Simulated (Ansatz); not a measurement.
# CH6BClGeO: one species, many methods

Aim: compute CH6BClGeO with functionals from several rungs and with coupled cluster. The yardstick is the atomisation energy at the CCSD(T) limit.

Program: Ansatz 0.2.0, Gaussian basis. Level of theory: functionals in def2-TZVPP, the program's frozen cores in correlated methods. These are calculated values, not measurements.

Plan: PBE-D4, r2SCAN-D4, PBE0-D4, B3LYP-D4, ωB97X-V, ωB97M-V, B2PLYP; CCSD(T)/def2-TZVPP; MP2/def2-QZVPP; extrapolation to the limit.

**1. The geometry**

All runs share one geometry, relaxed beforehand with PBE0-D4 in a triple-zeta def2 set.

SMILES `OC[B](Cl)[GeH3]`, 11 atoms, charge 0, spin multiplicity 1.

Atoms are counted from 1 here; the program's logs count them from 0.

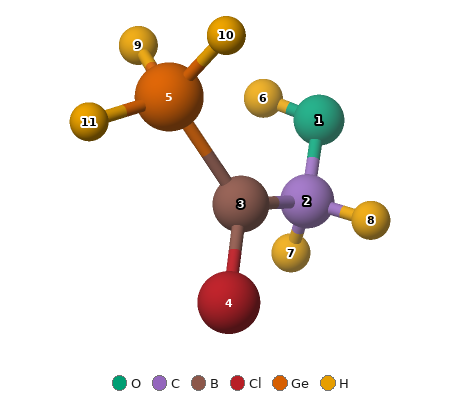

The geometry (oxygen teal, carbon purple, boron brown, chlorine red, germanium orange, hydrogen amber); atoms are numbered from 1 in the order of the file.

**2. PBE-D4 (GGA)**

Contents of in.yaml:

```yaml
crystal:
  periodic: [false, false, false]
  atoms:
    - {symbol: O, position_ang: [-1.128808, 1.540794, -0.364959]}
    - {symbol: C, position_ang: [-0.835499, 0.405880, -1.158246]}
    - {symbol: B, position_ang: [0.188845, -0.614503, -0.568301]}
    - {symbol: Cl, position_ang: [0.624736, -1.987033, -1.562030]}
    - {symbol: Ge, position_ang: [1.034042, -0.387844, 1.308865]}
    - {symbol: H, position_ang: [-1.398185, 1.246711, 0.508916]}
    - {symbol: H, position_ang: [-1.751373, -0.134455, -1.456410]}
    - {symbol: H, position_ang: [-0.424711, 0.784244, -2.103951]}
    - {symbol: H, position_ang: [-0.015410, 0.127791, 2.316603]}
    - {symbol: H, position_ang: [2.155870, 0.662913, 1.248588]}
    - {symbol: H, position_ang: [1.615791, -1.701497, 1.851524]}
basis:
  gaussian: {orbitals: def2-TZVPP}
hamiltonian: {xc: pbe, dispersion: d4}
output: {forces: true, orbitals: {seedname: orbitals}}
```

On the command line:

```console
$ ansatz run in.yaml --threads 4 --pin off --events-out ev --progress --plain --max-ram 10444MiB
```

Further steps of the session: r2SCAN-D4 (meta-GGA); PBE0-D4 (hybrid); B3LYP-D4 (hybrid); ωB97X-V (range-separated); ωB97M-V (range-separated); B2PLYP (double hybrid); CCSD(T) in def2-TZVPP; MP2 in def2-QZVPP.

Q: Predict the results of all the runs planned. Wanted: atomisation energy, CCSD(T)/CBS; farthest; mean size of error, hybrid; mean size of error, range-separated; gap, smallest and largest; T1 diagnostic; triples share of the correlation energy.

As calculated:

| quantity | value |
| --- | --- |
| atomisation energy, CCSD(T)/CBS | 3688.3 kJ/mol |
| functionals within 36.9 kJ/mol (1.0 %) | r2SCAN-D4, PBE0-D4, B3LYP-D4, ωB97X-V, ωB97M-V |
| farthest | PBE-D4 (+61.9 kJ/mol) |
| mean size of error, hybrid | 10.3 kJ/mol |
| mean size of error, range-separated | 8.6 kJ/mol |
| gap, smallest and largest | 3.35 eV (PBE-D4), 10.27 eV (ωB97X-V) |
| T1 diagnostic | 0.0123 |
| triples share of the correlation energy | 3.8 % |

PBE-D4 is off by +61.9 kJ/mol. Double hybrids carry the basis error of their MP2 part in triple zeta, and no dispersion term here, so their miss is partly the set-up's. The reference freezes the cores and leaves out relativity and excitations past (T), and its outer-core shells are covered unevenly, so misses under about 36.9 kJ/mol can't be ranked. Hartree-Fock recovers 73 % of the binding; the rest is correlation. The gap grows from 3.4 to 10.3 eV across the functionals, mostly with the share of exact exchange. Correlated methods include outer-core shells of Ge, which these sets cover unevenly.
